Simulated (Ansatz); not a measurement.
A computed series for CoSn: response to strain

Base system: CoSn (space group P6/mmm, No. 191; a = 5.294 Å, c = 4.235 Å; non-magnetic). Axes: x lies along a and z along c of the hexagonal cell.

Strains are applied to the cell and any free atomic positions relax; under biaxial strain the out-of-plane vector relaxes too.

The values are results of PBE (Ansatz, a program for electronic structure, PAW, scalar-relativistic without spin-orbit coupling), earlier PAW set, not measurements.

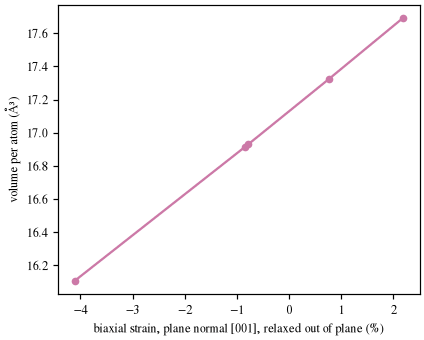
Fig. 1. Volume per atom against biaxial strain, plane normal [001], relaxed out of plane

```csv
"biaxial strain, plane normal [001], relaxed out of plane (%)",volume per atom
-4.11,16.11 Å³
-0.84,16.92 Å³
-0.78,16.93 Å³
0.76,17.32 Å³
2.19,17.69 Å³
```

Without a gap, meshes like the base's 10×10×11 leave anisotropic stresses uncertain by several tenths of a GPa, and small strain energies with them. No phonon test of stability was made. Starting moments died away, wholly or in part, for the base; another magnetic solution may exist. All final runs are without spin polarisation.
